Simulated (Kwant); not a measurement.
System: quantum point contact (saddle potential) in a Ge (holes) two-dimensional gas. Effective mass 0.06 mₑ, grid spacing 5 nm, hard walls, nominal width 150 nm (29 grid rows, so walls 150 nm apart), one parabolic valley, scattering region 450 nm long along x; energies count from the band bottom; Fermi energy 0.00324 eV. Potential (V0 + ½k y²) cos²(πx/L) for |x| < L/2, with V0 swept from 0.003402 to 0 eV, k = 2e-06 eV/nm², L = 190 nm.

The device is made up for the run: typed textbook-type constants, with dimensions and the other settings drawn at random.

Kwant, effective-mass tight-binding model on a square grid, one spin, coherent transport at 0 K. Conductance is in e²/h.

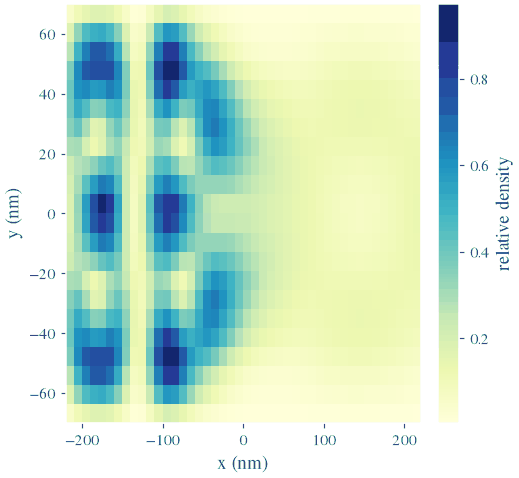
Fig. 1. Density of the scattering states that come in from the left lead, at gate = 0.00083817 eV, in bins, relative to the largest site value

The conductance there is 1.50 e²/h with 3 open channel(s) in the leads.
